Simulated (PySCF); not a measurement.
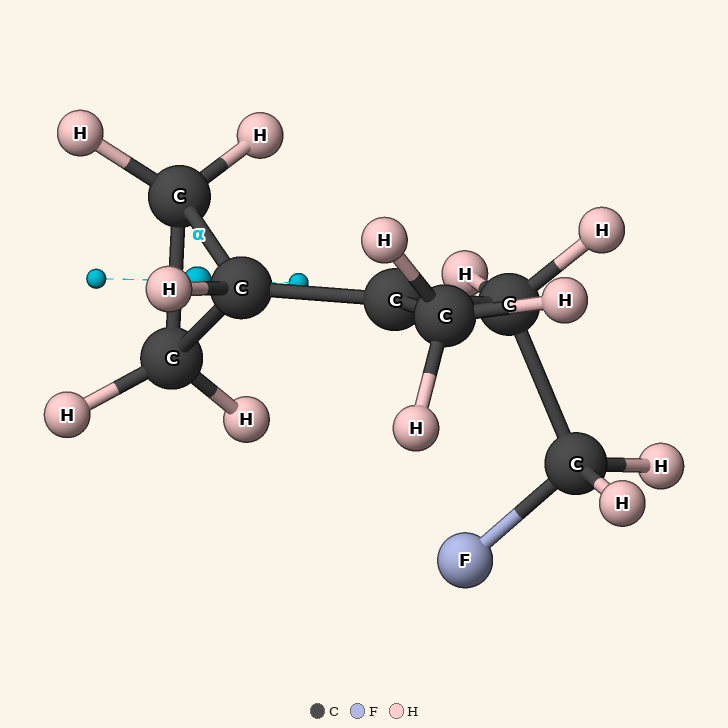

The small points mark where nucleus-independent chemical shifts (NICS) were computed: at the centre of each lettered ring and 1 Å above and below it. State: charge +1, singlet. The computed structure is the end point of a GFN2-xTB optimisation. No frequency run is at hand to confirm it as a minimum. Level of theory: GIAO PBE0/pcSseg-1 NMR shielding, non-relativistic, gas phase (PySCF 2.14.0).

Give NICS(0), NICS(1) and the out-of-plane component NICS(1)zz for each ring (means of the two sides).

```
ring  members  NICS(0)  NICS(1)  NICS(1)zz
   α       C3    −44.0     −6.5      −21.3
```

Values in ppm.
